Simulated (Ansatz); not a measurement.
# AlClOF (SMILES [O][Al]([F])[Cl]): UCAM-B3LYP/6-311+G(d,p)

What is the electronic atomisation energy of AlClOF at UCAM-B3LYP/6-311+G**? 

The calculation is run with Ansatz 0.2.0.

70 further runs of the same task are left out: 2 that didn't finish, 68 set aside as unsound or not needed. Runs told in other sessions of the task aren't counted.

## Step 1: The molecule

The species is AlClOF (4 atoms), meant as a doublet with charge 0. As SMILES, `[O][Al]([F])[Cl]`. The shape is that of a PBE0-D4/def2-TZVP optimisation.

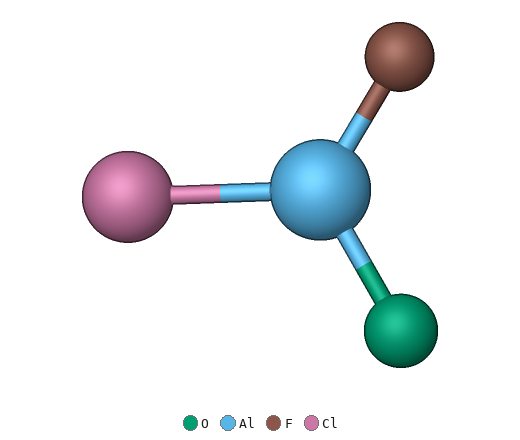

The structure, seen from a chosen angle (oxygen teal, aluminium blue, fluorine brown, chlorine pink).

## Step 2: A single-point energy at UCAM-B3LYP/6-311+G(d,p)

File job.yaml:

```yaml
crystal:
  periodic: [false, false, false]
  atoms:
    - {symbol: O, position_ang: [0.993300, 0.591700, 1.294800]}
    - {symbol: Al, position_ang: [0.061900, -0.095200, 0.016700]}
    - {symbol: F, position_ang: [0.278100, -1.671200, -0.348900]}
    - {symbol: Cl, position_ang: [-1.277700, 1.114400, -0.982900]}
basis:
  gaussian: {orbitals: 6-311+G_st__st_-spherical.json}
magnetization: {spin_polarized: true, initial_magnetization: 1}
hamiltonian: {xc: {name: CAM-B3LYP}}
accuracy: high
output: {orbitals: {seedname: orbitals}}
```

The basis set 6-311+G** is read from a file made from the Basis Set Exchange's data (not shown).

Launch:

```
ansatz run job.yaml --threads 1 --pin off --max-ram 3480MiB --events-out events.jsonl --progress --plain --runs-dir runs
```

Log:

```text
Warning: RAYON_NUM_THREADS=1 ignored (pool sized by the plan → 1); use --threads N
Functional definition: CAM-B3LYP
  name "CAM-B3LYP"
  parameter alpha = 0.19
  parameter beta = 0.46
  parameter omega = 0.33/bohr
  parameter ac = 0.81
  exchange = (1 - alpha - beta)*b88_x + beta*b88_x_sr(omega) + alpha*exact_x + beta*exact_x_lr(omega)
  correlation = (1 - ac)*vwn5_c + ac*lyp_c
1717 factors; integrals over basis functions are off by at most 4.5e-9 eV
425 factors; integrals over basis functions are off by at most 1.6e-9 eV
mean field evaluation 1: about -23869.9319 eV, gradient 6.0e1 eV
mean field evaluation 2: about -23705.1408 eV, gradient 1.4e2 eV
mean field evaluation 4: about -23884.4067 eV, gradient 2.7e1 eV
mean field evaluation 8: about -23887.4508 eV, gradient 4.3e-1 eV
mean field evaluation 16: about -23887.5177 eV, gradient 2.1e-2 eV
mean field evaluation 32: about -23887.5178 eV, gradient 2.1e-5 eV
mean field -23887.51778250 eV, -877.8500869659 hartree, gradient 4.1e-8 eV, S^2 0.753006; 4 other end points of the search recorded, 0 dependent functions left out
reference -23887.51780360 eV, -877.8500877412 hartree; 24, 23 occupied and 80, 81 virtual orbitals, 1717 factors
Total energy: -23887.51780360 eV, -877.8500877412 hartree
```

Run time: 47 s. Hardware: 1 thread of Arm Neoverse V1, shared host; peak memory 0.52 GiB.

## Step 3: The Al atom

File in.yaml:

```yaml
crystal:
  periodic: [false, false, false]
  atoms:
    - {symbol: Al, position_ang: [0.000000, 0.000000, 0.000000]}
basis:
  gaussian: {orbitals: 6-311+G_st__st_-spherical.json}
magnetization: {spin_polarized: true, initial_magnetization: 1}
hamiltonian: {xc: {name: CAM-B3LYP}}
accuracy: high
```

The basis set 6-311+G** is read from a file made from the Basis Set Exchange's data (not shown).

Launch:

```
ansatz run in.yaml --threads 1 --pin off --max-ram 3480MiB --events-out events.jsonl --progress --plain --runs-dir runs
```

Log (excerpt; [...] marks lines left out):

```text
Warning: RAYON_NUM_THREADS=1 ignored (pool sized by the plan → 1); use --threads N
[... 8 set-up lines as earlier in the session ...]
226 factors; integrals over basis functions are off by at most 3.8e-9 eV
101 factors; integrals over basis functions are off by at most 1.5e-9 eV
mean field evaluation 1: about -6595.0736 eV, gradient 1.9e0 eV
mean field evaluation 2: about -6595.1257 eV, gradient 7.9e-1 eV
mean field evaluation 4: about -6595.1295 eV, gradient 3.2e-1 eV
mean field evaluation 8: about -6595.1307 eV, gradient 1.3e-3 eV
mean field evaluation 16: about -6595.1307 eV, gradient 1.6e-8 eV
mean field -6595.13067114 eV, -242.3665818244 hartree, gradient 4.9e-8 eV, S^2 0.752451; 0 other end points of the search recorded, 0 dependent functions left out
reference -6595.13068208 eV, -242.3665822261 hartree; 7, 6 occupied and 23, 24 virtual orbitals, 226 factors
Total energy: -6595.13068208 eV, -242.3665822261 hartree
```

It took 1.1 s on 1 thread of Arm Neoverse V1, shared host; peak memory 0.095 GiB.

## Step 4: The Cl atom

File molecule.yaml:

```yaml
basis:
  gaussian: {orbitals: 6-311+G_st__st_-spherical.json}
crystal:
  periodic: [false, false, false]
  atoms:
    - {symbol: Cl, position_ang: [0.000000, 0.000000, 0.000000]}
magnetization: {spin_polarized: true, initial_magnetization: 1}
hamiltonian: {xc: {name: CAM-B3LYP}}
accuracy: high
```

The basis set 6-311+G** is read from a file made from the Basis Set Exchange's data (not shown).

Run the same way, it converges to -460.16624 Eh (log not shown).

## Step 5: The F atom at the same level

File job.yaml:

```yaml
basis:
  gaussian:
    orbitals: 6-311+G_st__st_.json
crystal:
  periodic: [false, false, false]
  atoms:
    - {symbol: F, position_ang: [0.000000, 0.000000, 0.000000]}
magnetization:
  spin_polarized: true
  initial_magnetization: 1
hamiltonian:
  xc: {name: CAM-B3LYP}
accuracy: high
```

The basis set 6-311+G** is read from a file made from the Basis Set Exchange's data (not shown).

Launch:

```
ansatz run job.yaml --threads 1 --pin off --max-ram 3480MiB --events-out events.jsonl --progress --plain --runs-dir runs
```

Log (excerpt; [...] marks lines left out):

```text
Warning: RAYON_NUM_THREADS=1 ignored (pool sized by the plan → 1); use --threads N
[... 8 set-up lines as earlier in the session ...]
175 factors; integrals over basis functions are off by at most 3.7e-9 eV
64 factors; integrals over basis functions are off by at most 5.5e-10 eV
mean field evaluation 1: about -2713.9328 eV, gradient 4.9e0 eV
mean field evaluation 2: about -2713.9829 eV, gradient 2.0e0 eV
mean field evaluation 4: about -2713.9935 eV, gradient 4.2e-2 eV
mean field evaluation 8: about -2713.9936 eV, gradient 1.2e-3 eV
mean field -2713.99364872 eV, -99.7374269797 hartree, gradient 8.1e-9 eV, S^2 0.751327; 0 other end points of the search recorded, 0 dependent functions left out
reference -2713.99365966 eV, -99.7374273816 hartree; 5, 4 occupied and 17, 18 virtual orbitals, 175 factors
Total energy: -2713.99365966 eV, -99.7374273816 hartree
```

It took 0.48 s on 1 thread of Arm Neoverse V1, shared host.

## Step 6: The O atom, same level

File job.yaml:

```yaml
crystal:
  periodic: [false, false, false]
  atoms:
    - {symbol: O, position_ang: [0.000000, 0.000000, 0.000000]}
basis:
  gaussian: {orbitals: 6-311+G_st__st_.json}
total_charge: 0
hamiltonian: {xc: {name: CAM-B3LYP}}
magnetization: {spin_polarized: true, initial_magnetization: 2}
accuracy: high
```

The basis set 6-311+G** is read from a file made from the Basis Set Exchange's data (not shown).

Run the same way, it converges to -75.06696 Eh (log not shown).

## Step 7: Results

At UCAM-B3LYP/6-311+G**:

```
                                    quantity          value
                      molecule: total energy  -877.85009 Eh
molecule: HOMO energy (highest over α and β)      -11.31 eV
 molecule: LUMO energy (lowest over α and β)       -4.07 eV
                              molecule: ⟨S²⟩          0.753
                       Al atom: total energy  -242.36658 Eh
                               Al atom: ⟨S²⟩          0.752
                       Cl atom: total energy  -460.16624 Eh
                               Cl atom: ⟨S²⟩          0.752
                        F atom: total energy   -99.73743 Eh
                                F atom: ⟨S²⟩          0.751
                        O atom: total energy   -75.06696 Eh
                                O atom: ⟨S²⟩          2.004
               electronic atomisation energy      13.956 eV
```

In words: Taking the molecule apart into free atoms costs 13.96 eV (322 kcal/mol), before zero-point energy and without spin-orbit coupling.
